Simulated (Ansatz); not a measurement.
**Ligand exchange: C2H3F + SnH3(SH) → C2H4S + SnH3F**

Species: C2H3F `C=CF`, singlet; SnH3(SH), singlet; C2H4S `C=CS`, singlet; SnH3F `[F][SnH3]`, singlet. The partners trade F for SH: C–F and Sn–SH bonds give way to C–SH and Sn–F.

Shapes, held fixed at every level: PBE0-D4/def2-TZVP. Flexible molecules stand in one conformer, not always the lowest. Programs: Ansatz 0.2.0. Electronic energies: no zero-point or thermal term.

| level | kind | ΔE (kJ/mol) | less CCSD(T)/def2-TZVPP | CPU time (sum over the molecules) |
| --- | --- | --- | --- | --- |
| HF/def2-TZVPP | Hartree–Fock | -15.6 | +5.8 | – |
| B3LYP-D4/def2-TZVPP | global hybrid | -24.3 | -2.9 | 11 s |
| PBE0-D4/def2-TZVPP | global hybrid | -18.1 | +3.3 | 8.5 s |
| wB97M-V/def2-TZVPP | range-separated hybrid | -20.8 | +0.6 | 31 s |
| B2PLYP/def2-TZVPP | double hybrid | -26.2 | -4.8 | 15 s |
| CCSD/def2-TZVPP | coupled cluster or CI | -20.1 | +1.3 | – |
| CCSD(T)/def2-TZVPP | coupled cluster or CI | -21.4 | 0.0 | 70 s |

The highest level, CCSD(T)/def2-TZVPP, gives ΔE = -21.4 kJ/mol; the levels span -26.2 to -15.6. The column of differences is taken from that level and isn't an error. No measured value is set beside it here. For atoms past krypton def2 sets carry core potentials with scalar relativity. Outer-core shells of Sn are correlated in most correlated rows, in sets that cover them unevenly. Times are processor times on shared x86 and Arm servers, and rough.

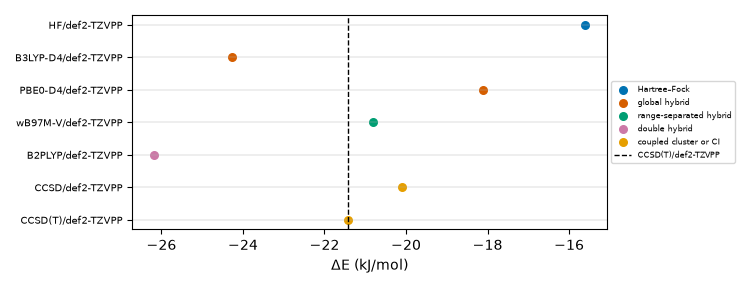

The values of the table, level by level.
